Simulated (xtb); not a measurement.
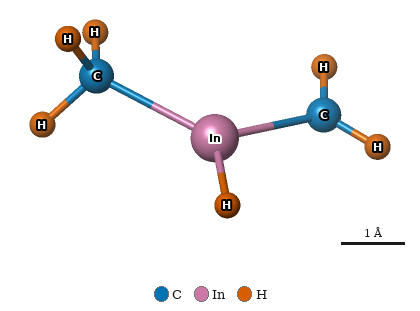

*The starting structure (ball-and-stick view, seen at a tilt). Sticks mark near contacts.*

Geometry relaxation, with input and output: C$_{2}$H$_{6}$In (part 1 of 4)

- system: C$_{2}$H$_{6}$In, multiplicity 2, SMILES [CH2][InH][CH3]
- method: GFN2-xTB (xtb 6.7.1)

## The program's output
```
* xtb version 6.7.1
   ID    Z sym.   atoms
    1    6 C      1, 3
    2   49 In     2
    3    1 H      4-9

           -------------------------------------------------
          |                Calculation Setup                |
           -------------------------------------------------

          program call               : xtb input.xyz --gfn 2 --ohess vtight
          coordinate file            : input.xyz
          omp threads                :                     1

           -------------------------------------------------
          |                 G F N 2 - x T B                 |
           -------------------------------------------------

      * Hamiltonian:
        H0-scaling (s, p, d)           1.850000    2.230000    2.230000
        zeta-weighting                 0.500000
      * Dispersion:
        s8                             2.700000
        a1                             0.520000
        a2                             5.000000
        s9                             5.000000
      * Repulsion:
        kExp                           1.500000    1.000000
        rExp                           1.000000
      * Coulomb:
        alpha                          2.000000
        third order                    shell-resolved
        anisotropic                    true
        a3                             3.000000
        a5                             4.000000
        cn-shift                       1.200000
        cn-exp                         4.000000
        max-rad                        5.000000

          ...................................................
          :                      SETUP                      :
          :.................................................:
          :  # basis functions                  24          :
          :  # atomic orbitals                  23          :
          :  # shells                           13          :
          :  # electrons                        17          :
          :  max. iterations                   250          :
          :  Hamiltonian                  GFN2-xTB          :
          :  restarted?                      false          :
          :  GBSA solvation                  false          :
          :  PC potential                    false          :
          :  electronic temp.          300.0000000     K    :
          :  accuracy                    1.0000000          :
          :  -> integral cutoff          0.2500000E+02      :
          :  -> integral neglect         0.1000000E-07      :
          :  -> SCF convergence          0.1000000E-05 Eh   :
          :  -> wf. convergence          0.1000000E-03 e    :
          :  Broyden damping             0.4000000          :
          :  net charge                          0          :
          :  unpaired electrons                  1          :
          ...................................................

 iter      E             dE          RMSdq      gap      omega  full diag
   1     -8.3777066 -0.837771E+01  0.216E+01    2.52       0.0  T
   2     -8.4535642 -0.758576E-01  0.101E+01    3.91       1.0  T
   3     -8.4569400 -0.337575E-02  0.818E+00    3.05       1.0  T
   4     -8.4718890 -0.149491E-01  0.653E-01    3.46       1.0  T
   5     -8.4721574 -0.268403E-03  0.289E-01    3.51       1.0  T
   6     -8.4722526 -0.951105E-04  0.104E-01    3.48       1.0  T
   7     -8.4722537 -0.111769E-05  0.881E-02    3.48       1.0  T
   8     -8.4722565 -0.286625E-05  0.206E-02    3.47       1.6  T
   9     -8.4722568 -0.236458E-06  0.458E-03    3.47       7.3  T
  10     -8.4722568 -0.426490E-08  0.896E-04    3.47      37.2  T
  11     -8.4722568 -0.158700E-10  0.520E-05    3.47     641.3  T

   *** convergence criteria satisfied after 11 iterations ***

         #    Occupation            Energy/Eh            Energy/eV
      -------------------------------------------------------------
         1        2.0000           -0.5766236             -15.6907
       ...           ...                  ...                  ...
         3        2.0000           -0.5342433             -14.5375
         4        2.0000           -0.4724532             -12.8561
         5        2.0000           -0.4621563             -12.5759
         6        2.0000           -0.4583702             -12.4729
         7        2.0000           -0.4038381             -10.9890
         8        2.0000           -0.3934109             -10.7053
         9        1.0000           -0.3452395              -9.3944 (HOMO)
        10                         -0.2176484              -5.9225 (LUMO)
        11                         -0.1599410              -4.3522
        12                         -0.0384842              -1.0472
        13                         -0.0230160              -0.6263
        14                         -0.0017237              -0.0469
       ...                                ...                  ...
        23                          0.8772709              23.8718
      -------------------------------------------------------------
                  HL-Gap            0.1275911 Eh            3.4719 eV
             Fermi-level           -0.3253846 Eh           -8.8542 eV

 SCC (total)                   0 d,  0 h,  0 min,  0.008 sec
 SCC setup                      ...        0 min,  0.000 sec (  1.540%)
 Dispersion                     ...        0 min,  0.000 sec (  0.785%)
 classical contributions        ...        0 min,  0.000 sec (  0.293%)
 integral evaluation            ...        0 min,  0.001 sec ( 12.522%)
 iterations                     ...        0 min,  0.005 sec ( 55.792%)
 molecular gradient             ...        0 min,  0.002 sec ( 25.980%)
 printout                       ...        0 min,  0.000 sec (  2.749%)

         :::::::::::::::::::::::::::::::::::::::::::::::::::::
         ::                     SUMMARY                     ::
         :::::::::::::::::::::::::::::::::::::::::::::::::::::
         :: total energy              -8.383096475005 Eh    ::
         :: gradient norm              0.124506416530 Eh/a0 ::
         :: HOMO-LUMO gap              3.471930566725 eV    ::
         ::.................................................::
         :: SCC energy                -8.472253168075 Eh    ::
         :: -> isotropic ES            0.009133161821 Eh    ::
         :: -> anisotropic ES          0.001505048550 Eh    ::
         :: -> anisotropic XC          0.005943621128 Eh    ::
         :: -> dispersion             -0.003434850645 Eh    ::
         :: repulsion energy           0.089156693070 Eh    ::
         :: add. restraining           0.000000000000 Eh    ::
         :: total charge               0.000000000000 e     ::
         :::::::::::::::::::::::::::::::::::::::::::::::::::::

      -----------------------------------------------------------
     |                   =====================                   |
     |                        A N C O P T                        |
     |                   =====================                   |
     |               Approximate Normal Coordinate               |
     |                Rational Function Optimizer                |
      -----------------------------------------------------------
      -----------------------------------------------------------
     |                   =====================                   |
     |                        A N C O P T                        |
     |                   =====================                   |
     |               Approximate Normal Coordinate               |
     |                Rational Function Optimizer                |
      -----------------------------------------------------------

          ...................................................
          :                      SETUP                      :
          :.................................................:
          :   optimization level         verytight          :
          :   max. optcycles                   200          :
          :   ANC micro-cycles                  20          :
          :   degrees of freedom                21          :
          :.................................................:
          :   RF solver                   davidson          :
          :   write xtbopt.log                true          :
          :   linear?                        false          :
          :   energy convergence         0.1000000E-06 Eh   :
          :   grad. convergence          0.2000000E-03 Eh/α :
          :   maxmium RF displ.          1.0000000          :
          :   Hlow (freq-cutoff)         0.1000000E-01      :
          :   Hmax (freq-cutoff)         5.0000000          :
          :   S6 in model hess.         20.0000000          :
          ...................................................

generating ANC from exact Hessian ...
Using Lindh-Hessian (1995)
 Shifting diagonal of input Hessian by    1.0955224359890030E-002
 Lowest  eigenvalues of input Hessian
    0.010000    0.000000    0.000000    0.000000    0.000000    0.000000
    0.000000    0.011255    0.011396    0.011785    0.012660    0.013700
    0.021832    0.023737    0.027715    0.043827    0.060679    0.076512
 Highest eigenvalues
    0.286631    0.601253    0.706661    0.772982    0.915369    1.163155

........................................................................
.............................. CYCLE    1 ..............................
........................................................................

 iter      E             dE          RMSdq      gap      omega  full diag
   1     -8.4722568 -0.847226E+01  0.233E-05    3.47       0.0  T
   2     -8.4722568 -0.170530E-12  0.168E-05    3.47    1986.1  T
   3     -8.4722568 -0.316192E-12  0.565E-06    3.47    5899.6  T
     SCC iter.                  ...        0 min,  0.002 sec
     gradient                   ...        0 min,  0.002 sec
 * total energy  :    -8.3830965 Eh     change       -0.2032152E-11 Eh
   gradient norm :     0.1245066 Eh/α   predicted     0.0000000E+00 (-100.00%)
   displ. norm   :     0.2442209 α      lambda       -0.2347047E-01
   maximum displ.:     0.1295009 α      in ANC's #16, #17, #13, ...

........................................................................
.............................. CYCLE    2 ..............................
........................................................................

 iter      E             dE          RMSdq      gap      omega  full diag
   1     -8.4898481 -0.848985E+01  0.749E-01    3.20       0.0  T
   2     -8.4901156 -0.267533E-03  0.480E-01    3.23       1.0  T
   3     -8.4901189 -0.335171E-05  0.322E-01    3.23       1.0  T
   4     -8.4901966 -0.776313E-04  0.138E-01    3.22       1.0  T
   5     -8.4901845  0.121067E-04  0.160E-01    3.24       1.0  T
   6     -8.4902002 -0.157315E-04  0.236E-02    3.23       1.4  T
   7     -8.4902004 -0.152977E-06  0.397E-03    3.23       8.4  T
   8     -8.4902004 -0.145654E-08  0.180E-03    3.23      18.6  T
   9     -8.4902004 -0.217226E-08  0.270E-04    3.23     123.3  T
  10     -8.4902004 -0.370672E-10  0.125E-04    3.23     266.3  T
     SCC iter.                  ...        0 min,  0.004 sec
     gradient                   ...        0 min,  0.002 sec
 * total energy  :    -8.3983143 Eh     change       -0.1521787E-01 Eh
   gradient norm :     0.0428545 Eh/α   predicted    -0.1243517E-01 ( -18.29%)
   displ. norm   :     0.1725594 α      lambda       -0.4730341E-02
   maximum displ.:     0.1009591 α      in ANC's #10, #17, #9, ...

........................................................................
.............................. CYCLE    3 ..............................
........................................................................

 iter      E             dE          RMSdq      gap      omega  full diag
   1     -8.5024219 -0.850242E+01  0.756E-01    3.05       0.0  T
   2     -8.5024572 -0.353570E-04  0.368E-01    3.08       1.0  T
   3     -8.5023549  0.102362E-03  0.479E-01    3.03       1.0  T
   4     -8.5024995 -0.144638E-03  0.124E-01    3.05       1.0  T
   5     -8.5025080 -0.844615E-05  0.293E-02    3.06       1.1  T
   6     -8.5025087 -0.701001E-06  0.143E-02    3.06       2.3  T
   7     -8.5025087 -0.602356E-07  0.156E-03    3.06      21.4  T
   8     -8.5025087 -0.609099E-09  0.232E-04    3.06     143.8  T
   9     -8.5025087 -0.200107E-10  0.913E-05    3.06     365.0  T
     SCC iter.                  ...        0 min,  0.004 sec
     gradient                   ...        0 min,  0.002 sec
 * total energy  :    -8.3999198 Eh     change       -0.1605445E-02 Eh
   gradient norm :     0.0164215 Eh/α   predicted    -0.2435598E-02 (  51.71%)
   displ. norm   :     0.0799446 α      lambda       -0.8071970E-03
   maximum displ.:     0.0475851 α      in ANC's #10, #11, #12, ...

........................................................................
.............................. CYCLE    4 ..............................
........................................................................

 iter      E             dE          RMSdq      gap      omega  full diag
   1     -8.4980890 -0.849809E+01  0.285E-01    3.06       0.0  T
   2     -8.4980988 -0.977342E-05  0.157E-01    3.04       1.0  T
   3     -8.4981012 -0.243382E-05  0.189E-01    3.06       1.0  T
   4     -8.4981145 -0.132764E-04  0.121E-01    3.06       1.0  T
   5     -8.4981172 -0.272728E-05  0.896E-02    3.06       1.0  T
   6     -8.4981223 -0.507021E-05  0.731E-03    3.05       4.6  T
   7     -8.4981223 -0.149842E-07  0.812E-04    3.05      41.1  T
   8     -8.4981223 -0.295017E-09  0.273E-04    3.05     122.0  T
     SCC iter.                  ...        0 min,  0.004 sec
     gradient                   ...        0 min,  0.002 sec
 * total energy  :    -8.4002546 Eh     change       -0.3348497E-03 Eh
   gradient norm :     0.0040273 Eh/α   predicted    -0.4061770E-03 (  21.30%)
   displ. norm   :     0.0311842 α      lambda       -0.6839586E-04
   maximum displ.:     0.0166050 α      in ANC's #11, #1, #9, ...

........................................................................
.............................. CYCLE    5 ..............................
........................................................................

 iter      E             dE          RMSdq      gap      omega  full diag
   1     -8.4982999 -0.849830E+01  0.778E-02    3.05       0.0  T
   2     -8.4983010 -0.109492E-05  0.376E-02    3.06       1.0  T
   3     -8.4983006  0.411065E-06  0.363E-02    3.05       1.0  T
   4     -8.4983019 -0.129437E-05  0.115E-02    3.06       2.9  T
   5     -8.4983019 -0.301345E-07  0.590E-03    3.06       5.7  T
   6     -8.4983019 -0.133126E-07  0.349E-03    3.06       9.6  T
   7     -8.4983019 -0.540317E-08  0.393E-04    3.06      84.9  T
   8     -8.4983019 -0.340812E-10  0.114E-04    3.06     291.4  T
     SCC iter.                  ...        0 min,  0.003 sec
     gradient                   ...        0 min,  0.002 sec
 * total energy  :    -8.4002824 Eh     change       -0.2772202E-04 Eh
   gradient norm :     0.0014557 Eh/α   predicted    -0.3422892E-04 (  23.47%)
   displ. norm   :     0.0342364 α      lambda       -0.1600402E-04
   maximum displ.:     0.0204896 α      in ANC's #7, #2, #5, ...

........................................................................
.............................. CYCLE    6 ..............................
........................................................................

 iter      E             dE          RMSdq      gap      omega  full diag
   1     -8.4987482 -0.849875E+01  0.113E-01    3.04       0.0  T
   2     -8.4987502 -0.194147E-05  0.491E-02    3.05       1.0  T
   3     -8.4987492  0.956946E-06  0.485E-02    3.04       1.0  T
   4     -8.4987503 -0.110443E-05  0.314E-02    3.05       1.1  T
   5     -8.4987508 -0.446044E-06  0.354E-03    3.05       9.4  T
   6     -8.4987508 -0.612119E-08  0.125E-03    3.05      26.6  T
   7     -8.4987508 -0.754733E-09  0.222E-04    3.05     150.4  T
   8     -8.4987508 -0.331415E-10  0.379E-05    3.05     879.7  T
     SCC iter.                  ...        0 min,  0.004 sec
     gradient                   ...        0 min,  0.002 sec
 * total energy  :    -8.4002832 Eh     change       -0.8619637E-06 Eh
   gradient norm :     0.0013372 Eh/α   predicted    -0.8005098E-05 ( 828.70%)
   displ. norm   :     0.0331195 α      lambda       -0.1471857E-04
   maximum displ.:     0.0229167 α      in ANC's #1, #2, #5, ...

........................................................................
.............................. CYCLE    7 ..............................
........................................................................

 iter      E             dE          RMSdq      gap      omega  full diag
   1     -8.4986944 -0.849869E+01  0.898E-02    3.05       0.0  T
   2     -8.4986959 -0.151323E-05  0.455E-02    3.04       1.0  T
   3     -8.4986955  0.487794E-06  0.247E-02    3.05       1.4  T
   4     -8.4986963 -0.870306E-06  0.834E-03    3.04       4.0  T
   5     -8.4986963 -0.154863E-07  0.169E-03    3.04      19.7  T
   6     -8.4986963 -0.135450E-08  0.789E-04    3.04      42.2  T
   7     -8.4986963 -0.294438E-09  0.709E-05    3.04     470.1  T
     SCC iter.                  ...        0 min,  0.003 sec
     gradient                   ...        0 min,  0.002 sec
 * total energy  :    -8.4002904 Eh     change       -0.7209884E-05 Eh
   gradient norm :     0.0014342 Eh/α   predicted    -0.7362247E-05 (   2.11%)
   displ. norm   :     0.0168414 α      lambda       -0.7116967E-05
   maximum displ.:     0.0111607 α      in ANC's #2, #11, #5, ...
```
